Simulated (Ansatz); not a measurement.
```xyz
2

N    -0.3834   -0.0859   -3.4233
N     0.0207    0.2646   -2.4742
```

Geometry: PBE0-D4/def2-TZVP.

Theory: RKS PBE0-D4/def2-TZVPPD (Ansatz 0.2.0).

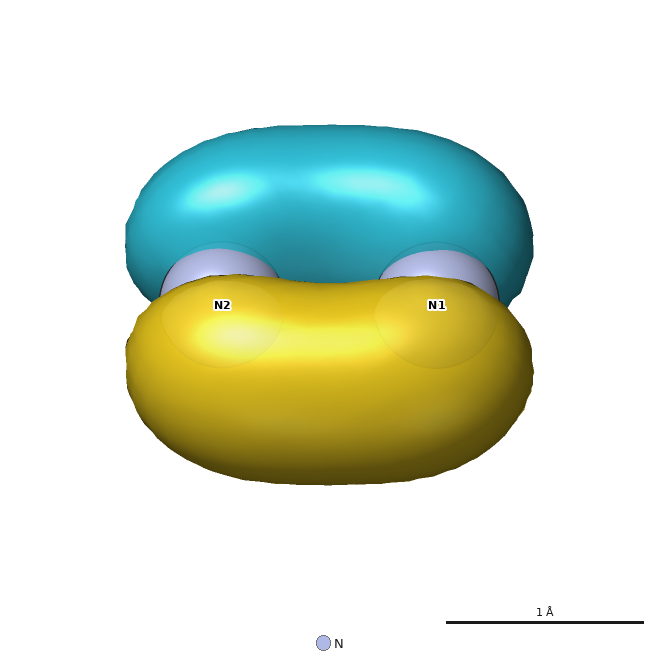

N₂. The HOMO−1 at ±0.3 Å⁻³ᐟ² (yellow and cyan are the two phases), seen from one side.

### Where does this orbital lie, and at what energy?

Its weight (Hirshfeld) is mainly on N1 (about 50 %) and N2 (about 50 %); it is ungerade (odd under inversion); π-bonding across N1–N2. It is one of a degenerate set, so its orientation is arbitrary. Its energy is −13.25 eV.
